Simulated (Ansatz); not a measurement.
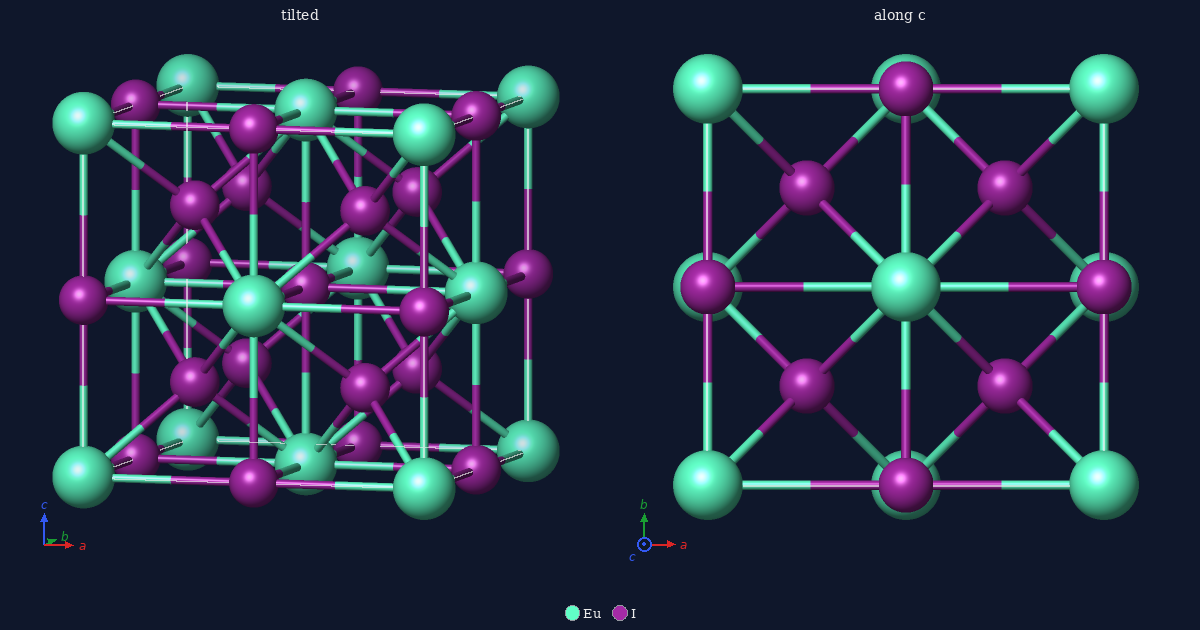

Crystal structure, ball-and-stick style, seen slightly off an axis and along the c axis. Thin lines show the conventional unit cell, with boundary atoms drawn in all their periodic places.

EuI₃, D0₃ (BiF₃ or Fe₃Al type), space group Fm-3m (No. 225), a = 8.336 Å, b = 8.336 Å, c = 8.336 Å, α = 90.00°, β = 90.00°, γ = 90.00°. Source of the structure: a structure type filled with these elements by a generator (whether the compound takes this form wasn't checked). Earlier steps of the study, as a rule a relaxation of our own, may have changed the cell and positions, so they can lie some per cent off the listed ones. Ansatz was used for an electronic-structure calculation on it.

This one geometry was computed with Ansatz (DFT, plane waves, PAW) at five levels of theory: LDA, PBE, PBE with spin-orbit coupling, PBEsol and r2SCAN.

Q: Which level gives the highest pressure at this volume, and what does that say about its equilibrium volume?

A: Highest: PBE (0.0 GPa), PBE with spin-orbit coupling (0.1 GPa) and r2SCAN (0.2 GPa), which points to the largest equilibrium volume. Lowest, with the smallest volume: LDA (-3.4 GPa). Levels within 0.5 GPa of each other can't be told apart.

Q: How does the band gap change with the level of theory?

A: All levels give a metal.

Q: Collect the results in a table.

A:
| level | cutoff (eV) | k-mesh of the run's cell | gap (eV) | pressure (GPa) | absolute moment (μB/atom) |
| --- | --- | --- | --- | --- | --- |
| LDA | 420 | 8×8×8 | metal | -3.4 | 1.88 |
| PBE | 420 | 8×8×8 | metal | 0.0 | 1.91 |
| PBE with spin-orbit coupling | 420 | 8×8×8 | metal | 0.1 | 1.81 |
| PBEsol | 420 | 8×8×8 | metal | -2.2 | 1.91 |
| r2SCAN | 500 | 8×8×8 | metal | 0.2 | 1.94 |

Gaps are taken on the k-mesh or band path of each run.
